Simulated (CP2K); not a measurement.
**CH8AlClSi2 (SMILES [SiH3][CH2][AlH][SiH2]Cl) at GFN1-xTB**

Aim: the vertical electron affinity of CH8AlClSi2 at GFN1-xTB, from 2 runs. 

The calculation is run with CP2K 2026.2.

5 further runs of the same task are left out: 2 that didn't finish, 3 set aside as unsound or not needed.

**1. The molecule**

CH8AlClSi2: 13 atoms, total charge 0, spin state singlet. As SMILES, `[SiH3][CH2][AlH][SiH2]Cl`. The shape comes from a force field and isn't a relaxed structure. This is one conformer, not always the lowest.

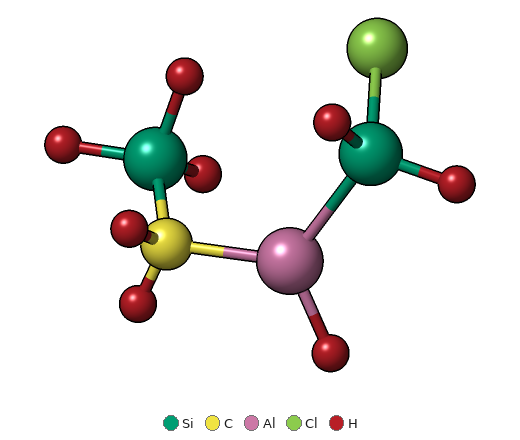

The structure, seen from a chosen angle (silicon teal, carbon yellow, aluminium pink, chlorine green, hydrogen red).

**2. Energy and forces at GFN1-xTB**

File gas.inp:

```
&GLOBAL
  PROJECT gas
  RUN_TYPE ENERGY_FORCE
  PRINT_LEVEL MEDIUM
&END GLOBAL
&FORCE_EVAL
  METHOD QS
  &DFT
    &QS
      METHOD XTB
      EPS_DEFAULT 1.0E-10
      &XTB
        GFN_TYPE 1
        CHECK_ATOMIC_CHARGES F
      &END XTB
    &END QS
    ! isolated system
    &POISSON
      PERIODIC NONE
      POISSON_SOLVER ANALYTIC
    &END POISSON
    &SCF
      SCF_GUESS ATOMIC
      EPS_SCF 1.0E-07
      MAX_SCF 50
      &OT
        MINIMIZER DIIS
        PRECONDITIONER FULL_ALL
      &END OT
      &OUTER_SCF
        EPS_SCF 1.0E-07
        MAX_SCF 5
      &END OUTER_SCF
    &END SCF
    ! extra output
    &PRINT
      &MOMENTS
        PERIODIC F
        REFERENCE COM
        MAX_MOMENT 1
      &END MOMENTS
      &MO_CUBES
        NLUMO 1
        NHOMO -1
        WRITE_CUBE F
      &END MO_CUBES
      &HIRSHFELD OFF
      &END HIRSHFELD
    &END PRINT
  &END DFT
  ! structure
  &SUBSYS
    ! box in angstrom
    &CELL
      ABC 20 20.4 21.6
      PERIODIC NONE
    &END CELL
    &COORD
      UNIT bohr
      Si    -2.4377467     1.4993087     2.3553546
      C      0.7107260     0.2736323     2.7765746
      Al     1.4569788    -2.1319890    -0.0222988
      Si     1.6835570    -0.7352924    -4.2439469
      Cl    -2.0686832     0.4663844    -5.2959575
      H     -3.1501734     3.2760292     4.4686354
      H     -2.5760747     3.0596556    -0.0137950
      H     -4.2942136    -0.4646837     2.2032317
      H      2.1149815     1.8804665     2.8400694
      H      0.8229757    -0.7205526     4.6608205
      H      2.1832006    -4.9988925     0.6974979
      H      2.3288985    -2.8508408    -5.8500252
      H      3.2645019     1.3812008    -4.5483818
    &END COORD
    &TOPOLOGY
      &CENTER_COORDINATES
      &END CENTER_COORDINATES
    &END TOPOLOGY
  &END SUBSYS
  ! extra output
  &PRINT
    &FORCES ON
    &END FORCES
  &END PRINT
&END FORCE_EVAL
```

Launch:

```console
$ OMP_NUM_THREADS=1 cp2k.psmp -i gas.inp > gas.out 2>&1
```

Output (excerpt; [...] marks lines left out):

```text
CP2K| version string:                                       CP2K version 2026.2
[...]
 GLOBAL| Method name                                                        CP2K
[...]
 GLOBAL| Run type                                                   ENERGY_FORCE
[...]
                             - Atoms:                                         13
[...]
                             - Spherical basis functions:                     56
[...]
 Number of electrons:                                                         30
[...]
     1 OT DIIS     0.15E+00    0.0     0.02909722       -15.6756637416 -1.57E+01
[...]
    12 OT DIIS     0.15E+00    0.0     0.00000005       -15.7058273260 -1.11E-12
  *** SCF run converged in    12 steps ***
[...]
 TB_DIPOLE| Moment [Debye]          1.64985187      -0.19335086      -0.91384904
 TB_DIPOLE| Derivative [a.u.]       0.00000000       0.00000000       0.00000000
[...]
 ENERGY| Total FORCE_EVAL ( QS ) energy [hartree]            -15.705827325998753
 FORCES| Atomic forces [hartree/bohr]
 FORCES|   Atom     x               y               z               |f|
 FORCES|      1 -2.27182641E-02  3.49399919E-02 -1.23715460E-03   4.16947611E-02
 FORCES|      2  2.58439897E-02 -2.72061105E-03  2.44267023E-02   3.56647909E-02
 FORCES|      3  7.56160191E-03 -6.34586287E-03 -1.12303581E-03   9.93524074E-03
 FORCES|      4 -5.17124451E-02 -3.87846116E-03  5.62057761E-03   5.21613874E-02
 FORCES|      5  3.49666152E-02 -1.09341911E-02  4.38454058E-03   3.68977629E-02
 FORCES|      6  9.79475374E-04 -9.19180167E-03 -1.04411988E-02   1.39451505E-02
 FORCES|      7 -1.45025066E-03 -5.62179768E-03  9.99561699E-03   1.15594202E-02
 FORCES|      8 -8.39927577E-03 -6.15727284E-03 -6.14893678E-04   1.04325422E-02
 FORCES|      9 -4.49058619E-03 -1.29171697E-02 -2.85072968E-04   1.36784467E-02
 FORCES|     10  4.30648636E-03  5.88497080E-03 -9.84524191E-03   1.22518364E-02
 FORCES|     11 -2.34582408E-03 -6.86022042E-05  4.14751595E-03   4.76544703E-03
 FORCES|     12  3.92147399E-03  9.91740984E-04 -1.26808136E-02   1.33103171E-02
 FORCES|     13  1.35370033E-02  1.60190666E-02 -1.23475420E-02   2.43376817E-02
[...]
```

Wall time 0.36 s (1 thread of Arm Neoverse V2, shared host).

**3. The doublet anion**

File job.inp:

```
&GLOBAL
  PROJECT_NAME job
  RUN_TYPE ENERGY_FORCE
  PRINT_LEVEL MEDIUM
&END GLOBAL

&FORCE_EVAL
  METHOD QUICKSTEP
  &DFT
    CHARGE -1
    MULTIPLICITY 2
    LSD T
    &QS
      METHOD XTB
      EPS_DEFAULT 1.0E-10
      &XTB
        GFN_TYPE 1
        CHECK_ATOMIC_CHARGES F
      &END XTB
    &END QS
    &POISSON
      PERIODIC NONE
      POISSON_SOLVER ANALYTIC
    &END POISSON
    &SCF
      SCF_GUESS ATOMIC
      EPS_SCF 1.0E-07
      MAX_SCF 80
      &DIAGONALIZATION
        ALGORITHM STANDARD
      &END DIAGONALIZATION
      &MIXING
        METHOD DIRECT_P_MIXING
        ALPHA 0.4
      &END MIXING
    &END SCF
    &PRINT
      &MOMENTS
        PERIODIC F
        REFERENCE COM
        MAX_MOMENT 1
      &END MOMENTS
      &MO ON
        ENERGIES T
        OCCUPATION_NUMBERS T
        NDIGITS 6
        &EACH
          QS_SCF 0
        &END EACH
        ADD_LAST NUMERIC
      &END MO
      &HIRSHFELD OFF
      &END HIRSHFELD
    &END PRINT
  &END DFT
  &SUBSYS
    &CELL
      ABC 20 20.4 21.6
      PERIODIC NONE
    &END CELL
    &COORD
      UNIT bohr
      Si    -2.4377467     1.4993087     2.3553546
      C      0.7107260     0.2736323     2.7765746
      Al     1.4569788    -2.1319890    -0.0222988
      Si     1.6835570    -0.7352924    -4.2439469
      Cl    -2.0686832     0.4663844    -5.2959575
      H     -3.1501734     3.2760292     4.4686354
      H     -2.5760747     3.0596556    -0.0137950
      H     -4.2942136    -0.4646837     2.2032317
      H      2.1149815     1.8804665     2.8400694
      H      0.8229757    -0.7205526     4.6608205
      H      2.1832006    -4.9988925     0.6974979
      H      2.3288985    -2.8508408    -5.8500252
      H      3.2645019     1.3812008    -4.5483818
    &END COORD
    &TOPOLOGY
      &CENTER_COORDINATES
      &END CENTER_COORDINATES
    &END TOPOLOGY
  &END SUBSYS
  &PRINT
    &FORCES ON
    &END FORCES
  &END PRINT
&END FORCE_EVAL
```

Launch:

```console
$ OMP_NUM_THREADS=1 cp2k.psmp -i job.inp -o job.out
```

Output (excerpt; [...] marks lines left out):

```text
CP2K| version string:                                       CP2K version 2026.2
[...]
 GLOBAL| Method name                                                        CP2K
[...]
 GLOBAL| Run type                                                   ENERGY_FORCE
[...]
                             - Atoms:                                         13
[...]
                             - Spherical basis functions:                     56
[...]
 Number of electrons:                                                         16
[...]
     1 P_Mix/Diag. 0.40E+00    0.0     0.09473865       -15.8577121530 -1.59E+01
[...]
    17 DIIS/Diag.  0.82E-07    0.0     0.00000008       -15.8749397651 -7.94E-13
  *** SCF run converged in    17 steps ***
[...]
 TB_DIPOLE| Moment [Debye]         -0.29932235       0.84381604       0.87028215
 TB_DIPOLE| Derivative [a.u.]       0.00000000       0.00000000       0.00000000
[...]
 ENERGY| Total FORCE_EVAL ( QS ) energy [hartree]            -15.874939765072730
 FORCES| Atomic forces [hartree/bohr]
 FORCES|   Atom     x               y               z               |f|
 FORCES|      1 -1.80704017E-02  2.78894235E-02 -1.09289742E-02   3.49828792E-02
 FORCES|      2  2.50953656E-02  4.47523288E-03  3.42583217E-02   4.27017293E-02
 FORCES|      3  2.71073258E-03 -5.35455096E-03 -2.51409270E-02   2.58473499E-02
 FORCES|      4  5.97712815E-03 -2.98348888E-02  3.43515519E-02   4.58898220E-02
 FORCES|      5 -1.22332293E-02  8.30291293E-03 -1.36160459E-02   2.00994270E-02
 FORCES|      6  1.59896875E-04 -7.91735026E-03 -9.27307423E-03   1.21942572E-02
 FORCES|      7 -2.96220367E-03 -5.42356577E-03  1.40595621E-02   1.53577668E-02
 FORCES|      8 -7.93953188E-03 -3.50662830E-03  9.85719070E-04   8.73523042E-03
 FORCES|      9 -4.21419700E-03 -1.25140767E-02  6.84556264E-04   1.32223368E-02
 FORCES|     10  5.15449700E-03  5.82393039E-03 -9.02803782E-03   1.19160594E-02
 FORCES|     11 -1.02398640E-04 -3.04668268E-03  6.93392055E-03   7.57443167E-03
 FORCES|     12  1.40725832E-03  3.95313927E-03 -8.99232599E-03   9.92318561E-03
 FORCES|     13  5.01708365E-03  1.71531045E-02 -1.42942464E-02   2.28850520E-02
[...]
```

It took 0.32 s on 1 thread of Arm Neoverse V2, shared host.

**4. Results**

At GFN1-xTB:

```
                                                     quantity          value
                             singlet CH8AlClSi2: total energy   -15.70583 Eh
singlet CH8AlClSi2: dipole moment (from atomic charges alone)         1.90 D
                              singlet CH8AlClSi2: HOMO energy      -10.64 eV
                        singlet CH8AlClSi2: dispersion energy  -15.12 kJ/mol
                 singlet CH8AlClSi2: largest force on an atom     2.682 eV/Å
                                  doublet anion: total energy   -15.87494 Eh
            doublet anion: HOMO energy (highest over α and β)       -2.35 eV
                             doublet anion: dispersion energy  -15.12 kJ/mol
                      doublet anion: largest force on an atom     2.360 eV/Å
            vertical electron affinity (to the doublet anion)       4.602 eV
```

At fixed nuclei the extra electron is bound by 4.60 eV (444 kJ/mol). The largest force (singlet CH8AlClSi2) is 2.68 eV/Å: the shape isn't a stationary point for this species at this level. A minimal valence basis can't be trusted even for the sign of an electron affinity. xTB total energies overstate such differences by several eV unless an empirical shift is taken off; none is applied here. The dipole (singlet CH8AlClSi2) comes from point charges on the atoms alone, without atomic dipoles, so it is partial.
